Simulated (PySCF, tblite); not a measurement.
# C₂H₄BF₃: geometry, infrared bands, NMR shifts and spin-spin couplings

Aim: predict the infrared bands, NMR shifts and spin-spin couplings of C₂H₄BF₃ (`BCC(F)(F)F`).

Programs: tblite 0.8.0 and PySCF 2.14.0, with density-fitted response routines of our own. Each step states its level of theory. These are calculated values for one molecule in the gas phase, unless marked as measured. Atoms are numbered from 0 throughout.

## 1. Starting geometry

10 atoms, charge 0, multiplicity 1; geometry from: force field or distance geometry start.

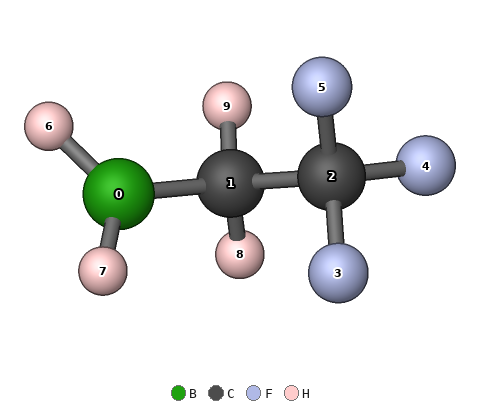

The starting geometry (boron green, carbon dark grey, fluorine light blue, hydrogen pink), atoms numbered.

## 2. Relaxing the molecule with GFN2-xTB

The job: settings as JSON, then the geometry in Å.

```
{"job": {"kind": "relax", "xc": "GFN2-xTB", "basis": "xTB"}, "charge": 0, "multiplicity": 1}
B     -1.451500     0.219400     0.000700
C      0.076500     0.628200     0.072900
C      1.008800    -0.594500    -0.057500
F      0.803900    -1.193000    -1.297100
F      2.315500    -0.180500     0.033800
F      0.746200    -1.505200     0.946500
H     -2.178000     0.444900     0.909400
H     -1.885500    -0.278900    -0.970800
H      0.306000     1.349200    -0.724900
H      0.266900     1.114900     1.064500
```

Launch:

```bash
$ OMP_NUM_THREADS=1 python probes_run.py task.json out
```

The driver reads the jobs from task.json and runs them one after another.

The log of the run:

```text
step      E/eV     max force
  0    -591.66711    1.948
  1    -591.81121    1.161
  2    -591.89582    0.469
  3    -591.90248    0.239
  4    -591.90542    0.154
  5    -591.90672    0.115
  6    -591.90836    0.135
  7    -591.90923    0.090
  8    -591.90995    0.079
  9    -591.91055    0.084
 10    -591.91115    0.080
 11    -591.91160    0.059
 12    -591.91189    0.047
 13    -591.91215    0.050
 14    -591.91248    0.066
 15    -591.91293    0.074
 16    -591.91343    0.075
 17    -591.91397    0.087
 18    -591.91467    0.097
 19    -591.91557    0.128
 20    -591.91656    0.125
 21    -591.91756    0.090
 22    -591.91868    0.094
 23    -591.92046    0.137
 24    -591.92379    0.204
 25    -591.92850    0.217
 26    -591.93024    0.328
 27    -591.93066    0.287
 28    -591.93514    0.159
 29    -591.93760    0.150
 30    -591.94782    0.368
 31    -591.95040    0.119
 32    -591.95247    0.111
 33    -591.95665    0.341
 34    -591.95953    0.105
 35    -591.96069    0.073
 36    -591.96174    0.150
 37    -591.96231    0.085
 38    -591.96309    0.060
 39    -591.96398    0.063
 40    -591.96484    0.067
 41    -591.96519    0.051
 42    -591.96552    0.057
 43    -591.96586    0.067
 44    -591.96615    0.056
 45    -591.96637    0.030
 46    -591.96648    0.025
 47    -591.96653    0.021
 48    -591.96656    0.017
 49    -591.96661    0.015
 50    -591.96665    0.017
 51    -591.96671    0.019
 52    -591.96677    0.022
 53    -591.96683    0.021
 54    -591.96690    0.022
 55    -591.96698    0.025
 56    -591.96706    0.027
 57    -591.96715    0.025
 58    -591.96725    0.026
 59    -591.96733    0.024
 60    -591.96738    0.022
 61    -591.96742    0.022
 62    -591.96747    0.022
 63    -591.96752    0.020
 64    -591.96757    0.014
 65    -591.96759    0.010
 66    -591.96760    0.008
```

Run time: 0.22 s. Hardware: 1 thread of Arm Neoverse V1, shared host.

The steps of the relaxation: (not every step is listed)

| step | energy from step 0 (eV) | largest force (eV/Å) |
| --- | --- | --- |
| 0 | 0.0000 | 1.9481 |
| 1 | -0.1441 | 1.1608 |
| 2 | -0.2287 | 0.4692 |
| 3 | -0.2354 | 0.2387 |
| 4 | -0.2383 | 0.1542 |
| 5 | -0.2396 | 0.1153 |
| 6 | -0.2413 | 0.1345 |
| 7 | -0.2421 | 0.0899 |
| 8 | -0.2428 | 0.0788 |
| 13 | -0.2450 | 0.0497 |
| 18 | -0.2476 | 0.0968 |
| 23 | -0.2534 | 0.1365 |
| 28 | -0.2680 | 0.1594 |
| 33 | -0.2895 | 0.3410 |
| 38 | -0.2960 | 0.0603 |
| 43 | -0.2988 | 0.0670 |
| 48 | -0.2994 | 0.0174 |
| 53 | -0.2997 | 0.0215 |
| 58 | -0.3001 | 0.0263 |
| 61 | -0.3003 | 0.0225 |
| 62 | -0.3004 | 0.0220 |
| 63 | -0.3004 | 0.0201 |
| 64 | -0.3005 | 0.0140 |
| 65 | -0.3005 | 0.0103 |
| 66 | -0.3005 | 0.0078 |

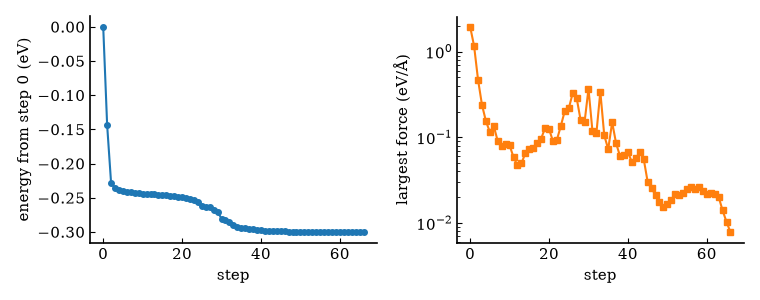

Energy and force, step by step.

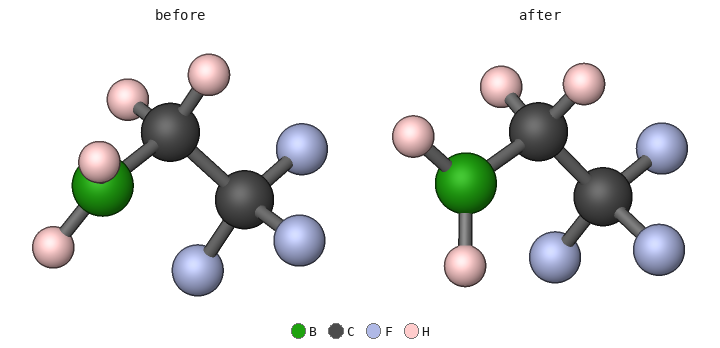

Before and after, at one scale.

Distances of close pairs at the start and the end, largest changes first:

| bond | before (Å) | after (Å) | change (Å) |
| --- | --- | --- | --- |
| C2–F3 | 1.392 | 1.343 | -0.049 |
| C2–F5 | 1.381 | 1.343 | -0.038 |
| C1–C2 | 1.543 | 1.510 | -0.033 |
| C1–H9 | 1.121 | 1.094 | -0.027 |
| C2–F4 | 1.374 | 1.348 | -0.025 |
| B0–H6 | 1.185 | 1.165 | -0.020 |
| B0–H7 | 1.175 | 1.165 | -0.010 |
| B0–C1 | 1.583 | 1.576 | -0.008 |

The next job starts from the end point, and lists it.

## 3. Harmonic vibrations with GFN2-xTB

The job: settings as JSON, then the geometry in Å.

```
{"job": {"kind": "ir", "xc": "GFN2-xTB", "basis": "xTB"}, "charge": 0, "multiplicity": 1}
B     -1.486958     0.222126     0.022292
C      0.040551     0.576932     0.176274
C      0.996909    -0.546914    -0.144202
F      0.860033    -1.003935    -1.399202
F      2.287024    -0.173798    -0.024387
F      0.841721    -1.605514     0.666830
H     -2.265052     1.063314     0.233935
H     -1.824533    -0.848278    -0.290512
H      0.307144     1.422337    -0.463510
H      0.252044     0.898385     1.199953
```

The log of the run:

```text
mode    cm-1     km/mol
  1      82.8      0.62
  2     128.2      5.80
  3     196.1      0.77
  4     307.1      3.78
  5     374.3      8.66
  6     461.7      5.39
  7     495.2     18.09
  8     552.6     31.34
  9     614.1      0.18
 10     747.2      1.72
 11     853.5    135.07
 12     878.9     12.37
 13     963.9     20.71
 14     985.4    279.01
 15    1037.8    278.50
 16    1168.3    134.92
 17    1173.7     54.34
 18    1198.7    146.97
 19    1274.1    165.22
 20    1399.2     30.89
 21    2678.2     54.33
 22    2727.9     84.30
 23    2966.8      1.95
 24    2986.2      2.77
```

It took 0.15 s on 1 thread of Arm Neoverse V1, shared host.

Which atoms move in the most intense modes:

| cm⁻¹ | km/mol | atoms |
| --- | --- | --- |
| 854 | 135.1 | H7 27 %, B0 24 %, H6 23 %, C1 13 % |
| 985 | 279.0 | C2 31 %, H8 23 %, H9 19 %, F5 11 % |
| 1038 | 278.5 | C2 67 %, F4 20 % |
| 1168 | 134.9 | C2 41 %, H9 27 %, H8 21 % |
| 1174 | 54.3 | H6 28 %, H7 26 %, C2 16 %, B0 12 % |
| 1199 | 147.0 | C2 51 %, H6 13 % |
| 1274 | 165.2 | C1 40 %, H8 22 %, H9 20 % |
| 2728 | 84.3 | H7 47 %, H6 41 %, B0 12 % |

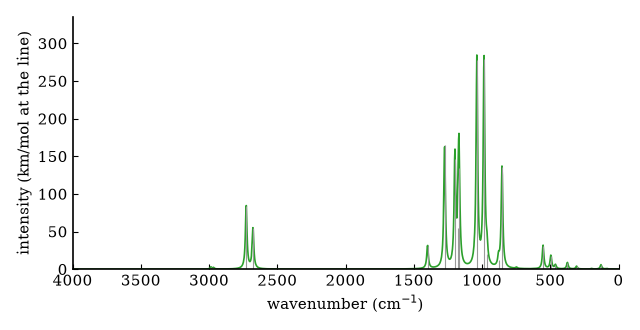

The infrared spectrum from these modes, unscaled. Lines are broadened to a width of 14 cm⁻¹ (Lorentzian).

## 4. Shielding tensors: PBE0/pcSseg-1

Same as in step 3 but for these lines:

```diff
@@ -1,2 +1,2 @@
-{"job": {"kind": "ir", "xc": "GFN2-xTB", "basis": "xTB"}, "charge": 0, "multiplicity": 1}
+{"job": {"kind": "nmr", "xc": "PBE0", "basis": "pcSseg-1"}, "charge": 0, "multiplicity": 1}
 B     -1.486958     0.222126     0.022292
```

Method: GIAO PBE0/pcSseg-1 NMR shielding, non-relativistic, gas phase.

The log of the run:

```text
coarse grid: 9000 points
cycle   1  E = -402.3644607903  dE =  7.269e-01  |g| = 8.642e-01  |ddm| = 2.599e+00
cycle   2  E = -402.2551573291  dE =  1.093e-01  |g| = 1.249e+00  |ddm| = 9.732e-01
cycle   3  E = -402.4904368328  dE = -2.353e-01  |g| = 6.035e-02  |ddm| = 5.717e-01
cycle   4  E = -402.4910134133  dE = -5.766e-04  |g| = 3.281e-02  |ddm| = 6.043e-02
cycle   5  E = -402.4912526562  dE = -2.392e-04  |g| = 3.112e-03  |ddm| = 2.435e-02
cycle   6  E = -402.4912549497  dE = -2.294e-06  |g| = 6.475e-04  |ddm| = 3.431e-03
final grid: 89928 points
cycle   7  E = -402.5437096215  dE = -4.129e-05  |g| = 6.875e-03  |ddm| = 1.949e-02
cycle   8  E = -402.5437039952  dE =  5.626e-06  |g| = 9.303e-03  |ddm| = 1.008e-02
cycle   9  E = -402.5437194803  dE = -1.549e-05  |g| = 6.416e-04  |ddm| = 5.141e-03
cycle  10  E = -402.5437195608  dE = -8.052e-08  |g| = 2.039e-04  |ddm| = 5.677e-04
cycle  11  E = -402.5437195683  dE = -7.480e-09  |g| = 4.569e-05  |ddm| = 1.397e-04
cycle  12  E = -402.5437195687  dE = -4.646e-10  |g| = 1.056e-05  |ddm| = 3.733e-05
converged SCF energy = -402.5437195687

GIAO shielding tensors (ppm)
atom      isotropic    diamagn.    paramagn.     s11        s22        s33       span
  0 B       11.526     191.138    -179.612    -58.928    -40.700    134.207    193.135
  1 C      145.395     254.670    -109.275    121.427    152.724    162.033     40.607
  2 C       49.256     239.629    -190.373     41.016     51.287     55.466     14.450
  3 F      252.926     473.872    -220.945    167.161    250.386    341.233    174.073
  4 F      245.884     472.364    -226.480    160.102    237.769    339.782    179.680
  5 F      252.930     473.850    -220.920    166.901    250.534    341.355    174.454
  6 H       23.829      29.054      -5.225     16.781     26.748     27.958     11.177
  7 H       23.529      28.983      -5.454     14.707     27.182     28.699     13.992
  8 H       29.180      30.085      -0.906     24.730     28.648     34.160      9.430
  9 H       29.260      30.055      -0.795     24.769     28.771     34.240      9.470
```

Wall time 11 s (1 thread of Arm Neoverse V1, shared host); peak memory 0.55 GiB.

Shifts follow as δ = σ(reference) − σ, with reference shieldings (ppm) from runs at the same level and on the same kind of geometry: 1H TMS 31.72, 13C TMS 186.9, 19F CFCl3 170.9, 11B BF3·OEt2 100.1. The references are single molecules in the gas phase, so shifts against H2O, NH3, PH3, H3PO4 or CFCl3 are not on the usual liquid scales and can be off by tens of ppm. Atoms listed in one row are averaged.

| atoms | environment | σ (ppm) | δ (ppm) | δ scaled to CDCl3 |
| --- | --- | --- | --- | --- |
| C2 | CF3 carbon | 49.3 | 137.7 | 132.4 |
| C1 | sp3 CH2 bonded to B | 145.4 | 41.5 | 38.6 |
| H6, H7 | hydrogen on a boron bonded to C | 23.68 | 8.04 | – |
| H8, H9 | hydrogen on an sp3 CH2 bonded to B | 29.22 | 2.50 | 2.46 |
| B0 | boron bonded to C, 2 H | 11.5 | 88.5 | – |
| F3, F4, F5 | fluorine of a CF3 group | 250.6 | -79.6 | – |

The scaled column applies a straight-line fit of computed shieldings to shifts measured in CDCl3, and one for carbons that bear F (root-mean-square error 0.16 ppm for H, 1.9 ppm for C).

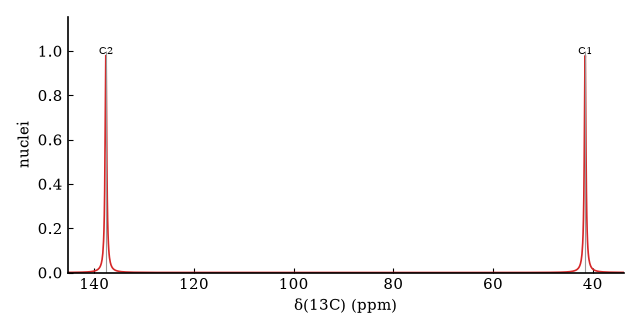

13C lines at the computed shifts, without couplings. Lines are broadened to a width of 0.38 ppm (Lorentzian).

The run also stored atomic charges by several schemes (e):

| atoms | Mulliken | IAO | Hirshfeld | ESP fit |
| --- | --- | --- | --- | --- |
| B0 | 0.21 | 0.10 | 0.18 | 0.49 |
| C1 | -0.52 | -0.46 | -0.16 | -0.45 |
| C2 | 0.78 | 0.81 | 0.26 | 0.71 |
| F3, F4, F5 | -0.27 | -0.29 | -0.10 | -0.24 |

Hirshfeld charges:

| atom | value (e) |
| --- | --- |
| B0 | 0.18 |
| C1 | -0.16 |
| C2 | 0.26 |
| F3 | -0.10 |
| F4 | -0.11 |
| F5 | -0.10 |
| H6 | -0.05 |
| H7 | -0.05 |
| H8 | 0.06 |
| H9 | 0.07 |

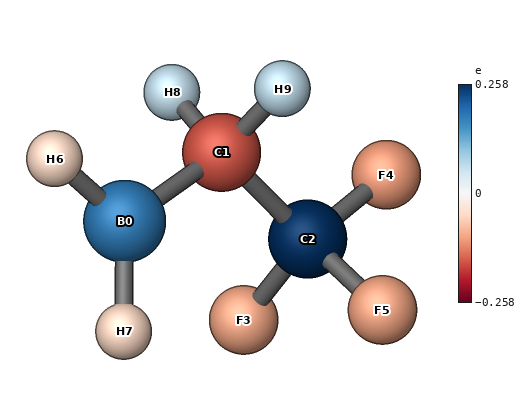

Hirshfeld charges, as colours on the atoms.

Mayer bond orders: B0–C1 0.94, C1–C2 1.05, C2–F3 1.00, C2–F4 1.00, C2–F5 1.00.

The fields below are evaluated on a grid from the run's orbitals.

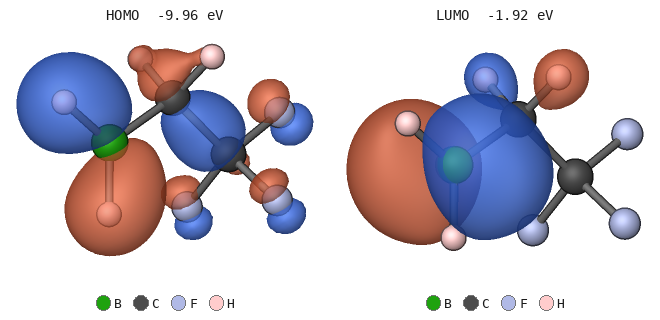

Frontier orbitals at PBE0/pcSseg-1; each surface holds 70 % of the orbital's density, blue and red mark the sign.

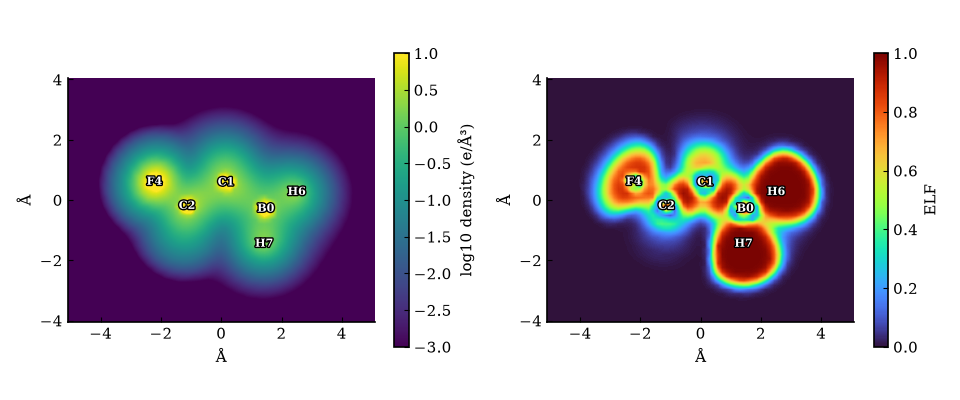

Density (left) and ELF (right) in a plane through or near 6 of the atoms.

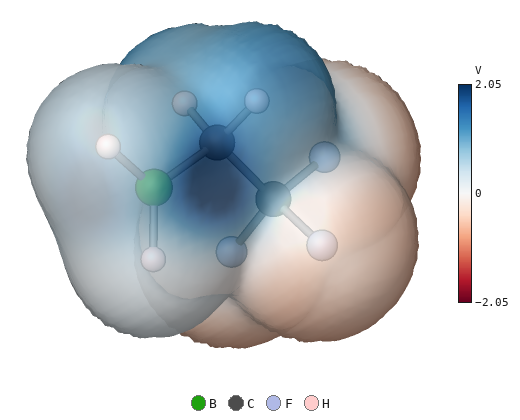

The potential that a unit positive charge feels on the 0.002 e/bohr³ surface, from the 1st to the 99th percentile, from -0.72 V near F4 to 2.05 V near B0.

## 5. Spin-spin couplings: B3LYP/pcJ-1

Same as in step 4 but for these lines:

```diff
@@ -1,2 +1,2 @@
-{"job": {"kind": "nmr", "xc": "PBE0", "basis": "pcSseg-1"}, "charge": 0, "multiplicity": 1}
+{"job": {"kind": "j", "xc": "B3LYP", "basis": "pcJ-1"}, "charge": 0, "multiplicity": 1}
 B     -1.486958     0.222126     0.022292
```

With the program's defaults for keys left out, this is: B3LYP/pcJ-1 indirect spin-spin coupling, non-relativistic, gas phase.

The log of the run:

```text
coarse grid: 9000 points
cycle   1  E = -402.8124457721  dE =  6.743e-01  |g| = 9.262e-01  |ddm| = 2.523e+00
cycle   2  E = -402.6530817528  dE =  1.594e-01  |g| = 1.432e+00  |ddm| = 1.064e+00
cycle   3  E = -402.9507139705  dE = -2.976e-01  |g| = 7.450e-02  |ddm| = 6.370e-01
cycle   4  E = -402.9515073909  dE = -7.934e-04  |g| = 4.592e-02  |ddm| = 7.584e-02
cycle   5  E = -402.9519653910  dE = -4.580e-04  |g| = 3.972e-03  |ddm| = 3.109e-02
cycle   6  E = -402.9519688272  dE = -3.436e-06  |g| = 1.007e-03  |ddm| = 4.070e-03
final grid: 89928 points
cycle   7  E = -403.0023824452  dE = -1.606e-04  |g| = 7.591e-03  |ddm| = 1.608e-02
cycle   8  E = -403.0023736724  dE =  8.773e-06  |g| = 1.063e-02  |ddm| = 9.547e-03
cycle   9  E = -403.0023913448  dE = -1.767e-05  |g| = 6.135e-04  |ddm| = 5.497e-03
cycle  10  E = -403.0023913746  dE = -2.982e-08  |g| = 4.109e-04  |ddm| = 5.414e-04
cycle  11  E = -403.0023914089  dE = -3.429e-08  |g| = 2.879e-05  |ddm| = 2.491e-04
cycle  12  E = -403.0023914090  dE = -1.213e-10  |g| = 1.352e-05  |ddm| = 2.497e-05
converged SCF energy = -403.0023914090

Indirect spin-spin couplings (Hz)
  i      j    bonds     total        FC       PSO       DSO        SD
  0 B    1 C    1     45.982    47.965    -2.515     0.202     0.330
  0 B    2 C    2     -2.510    -2.391    -0.169     0.084    -0.034
  0 B    3 F    3      2.897     3.021     0.004     0.017    -0.145
  0 B    4 F    3     10.787     8.967     1.615    -0.447     0.652
  0 B    5 F    3      2.266     2.366     0.035     0.002    -0.138
  0 B    6 H    1    135.676   136.577    -1.914     0.381     0.632
  0 B    7 H    1    139.831   140.659    -1.987     0.472     0.687
  0 B    8 H    2     -4.326    -4.203    -0.023    -0.246     0.146
  0 B    9 H    2     -4.242    -4.175     0.002    -0.235     0.167
  1 C    2 C    1     61.155    62.586    -1.820     0.389         -
  1 C    3 F    2     33.086    36.532    -4.217    -0.013     0.784
  1 C    4 F    2     20.922    24.700    -4.895    -0.025     1.141
  1 C    5 F    2     32.524    36.118    -4.340    -0.013     0.760
  1 C    6 H    2      5.664     6.057    -0.325    -0.069         -
  1 C    7 H    2      3.060     3.468    -0.342    -0.065         -
  1 C    8 H    1    126.117   123.956     1.206     0.954         -
  1 C    9 H    1    125.146   122.962     1.228     0.956         -
  2 C    3 F    1   -341.090  -316.519   -35.360     1.374     9.416
  2 C    4 F    1   -342.590  -319.560   -34.203     1.363     9.811
  2 C    5 F    1   -341.340  -316.793   -35.352     1.374     9.431
  2 C    6 H    3     10.801    10.779     0.170    -0.149         -
  2 C    7 H    3      5.336     5.314    -0.250     0.273         -
  2 C    8 H    2     -5.789    -5.722    -0.413     0.346         -
  2 C    9 H    2     -6.216    -6.148    -0.416     0.349         -
  3 F    4 F    2     66.472    51.873   -34.665    -0.399    49.662
  3 F    5 F    2     73.954    51.797   -27.209    -0.400    49.766
  3 F    6 H    4      0.240     0.285     0.919    -0.844    -0.119
  3 F    7 H    4      2.171     2.040    -0.308     0.598    -0.159
  3 F    8 H    3      0.479     0.284     0.622    -0.099    -0.328
  3 F    9 H    3     31.250    32.163     1.234    -2.163     0.018
  4 F    5 F    2     66.670    51.638   -34.147    -0.400    49.579
  4 F    6 H    4      4.722     4.215     1.457    -1.135     0.186
  4 F    7 H    4     -0.812    -0.662     1.185    -1.369     0.034
  4 F    8 H    3      2.373     2.866    -0.029     0.138    -0.602
  4 F    9 H    3      1.513     1.924     0.074     0.057    -0.543
  5 F    7 H    4      1.876     1.734    -0.272     0.567    -0.153
  5 F    8 H    3     30.956    31.876     1.225    -2.159     0.013
  5 F    9 H    3      1.442     1.343     0.496     0.000    -0.398
  6 H    7 H    2      4.695     4.914     1.930    -2.149         -
  6 H    8 H    3      1.952     2.004     0.335    -0.387         -
  6 H    9 H    3      1.418     1.467     0.383    -0.432         -
  7 H    8 H    3      2.530     2.654     1.481    -1.605         -
  7 H    9 H    3      1.810     1.925     1.426    -1.541         -
  8 H    9 H    2    -21.327   -21.606     2.014    -1.736         -
```

Wall time 24 s (1 thread of Arm Neoverse V1, shared host); peak memory 0.79 GiB.

Couplings of 1 Hz or more, nine at most for each number of bonds, with means over like pairs (isotopes 11B, 13C, 19F, 1H):

| pair | bonds | J (Hz) | Fermi contact (Hz) |
| --- | --- | --- | --- |
| C2–F3 | 1 | -341.7 | -317.6 |
| B0–H6 | 1 | 137.8 | 138.6 |
| C1–H8 | 1 | 125.6 | 123.5 |
| C1–C2 | 1 | 61.2 | 62.6 |
| B0–C1 | 1 | 46.0 | 48.0 |
| F3–F4 | 2 | 69.0 | 51.8 |
| C1–F3 | 2 | 28.8 | 32.4 |
| H8–H9 | 2 | -21.3 | -21.6 |
| C2–H8 | 2 | -6.0 | -5.9 |
| H6–H7 | 2 | 4.7 | 4.9 |
| C1–H6 | 2 | 4.4 | 4.8 |
| B0–H8 | 2 | -4.3 | -4.2 |
| B0–C2 | 2 | -2.5 | -2.4 |
| F3–H8 | 3 | 11.3 | 11.7 |
| C2–H6 | 3 | 8.1 | 8.0 |
| B0–F3 | 3 | 5.3 | 4.8 |
| H6–H8 | 3 | 1.9 | 2.0 |
| F3–H6 | 4 | 1.4 | 1.3 |

The spin-dipole term was solved for some atoms only; pairs without it lack that part.

Quadrupole couplings from the field gradients of the same density:

| atom | isotope | eQq/h (MHz) | η |
| --- | --- | --- | --- |
| B0 | 11B | 6.119 | 0.09 |

Shifts (PBE0/pcSseg-1, scaled to CDCl3 for protons on carbon, raw for the others) and these couplings together give the proton spectrum at 300 MHz below. H–H couplings in it are scaled by factors fitted to measured ones, so they differ from the table. Couplings to quadrupolar nuclei are left out.

1H NMR δ 8.04 (br, 2H), 2.46 (m, 2H).

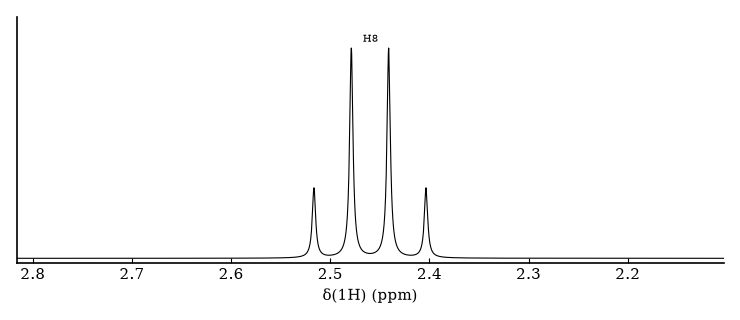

Simulated proton spectrum at 300 MHz, by exact diagonalisation of each spin system; lines 1.2 Hz wide, exchangeable protons uncoupled, protons on B, Al or Ga left out.

## 6. Summary of results

| quantity | value |
| --- | --- |
| strongest single infrared mode (GFN2-xTB) | 985 cm⁻¹, 279 km/mol |
| zero-point energy (GFN2-xTB) | 37.5 kcal/mol |
| 13C shifts against TMS (PBE0/pcSseg-1) | 137.7, 41.5 ppm |
| 1H shifts against TMS (PBE0/pcSseg-1, means over atoms taken as alike) | 8.04, 2.50 ppm |
| 11B shifts against BF3·OEt2 (PBE0/pcSseg-1) | 88.5 ppm |
| 19F shifts against CFCl3 (PBE0/pcSseg-1, means over atoms taken as alike) | -79.6 ppm |
| surface potential, 1st and 99th percentile | -0.72 V and 2.05 V |
| largest coupling of the table (B3LYP/pcJ-1) | 1J(C,F) C2–F3, -341.7 Hz |

In words: The optimisation took 66 steps and gained 0.300 eV; among the close pairs (by a distance rule), C2–F3 changed most, from 1.392 to 1.343 Å. All 24 modes are real, so the xTB geometry is a minimum. The strongest single mode, at 985 cm⁻¹, is spread over several atoms, C2, H8, H9, F5 among them. Unscaled tight-binding wavenumbers are off by several per cent, some by more. Its intensities can rank the bands wrongly. At PBE0/pcSseg-1: Shielding is most anisotropic at B0 (span 193 ppm, paramagnetic term -180 ppm). By nearest atom (PBE0/pcSseg-1), the HOMO sits on H6 31 %; H7 24 % and the LUMO on B0 55 %; H6, H7 about 15 % each. In the run at B3LYP/pcJ-1, the largest coupling of the table is C2–F3 (mean over like pairs), -341.7 Hz, of which the Fermi-contact term gives -317.6 Hz. Density functionals describe couplings to fluorine poorly, F–F couplings above all, so those rows are rough.
